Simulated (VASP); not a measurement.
Band structure of AlN (zinc blende). Computed with revTPSS meta-GGA, VASP's PBE PAW potentials (set 64) (plane waves; VASP).

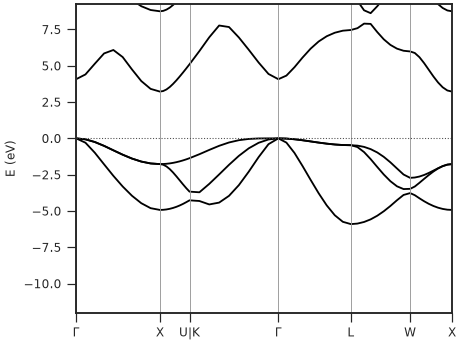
Fig. 1. Bands along high-symmetry lines, zero at the valence-band maximum or, without a gap, the Fermi level

### Question
Read the plot: is there a gap, and where are the band edges?

### Answer
The gap is indirect, 3.22 eV, from the valence maximum at K-Γ at 0.89 to the conduction minimum at X.

Measured: gap 5.34 eV (computed value off by -2.12 eV), as given by Daiki Deguchi et al., Japanese Journal of Applied Physics (2016), arXiv:1512.06930.

The compound is AlN in the zinc blende structure, a metastable form; wurtzite is the usual one. It was relaxed first.
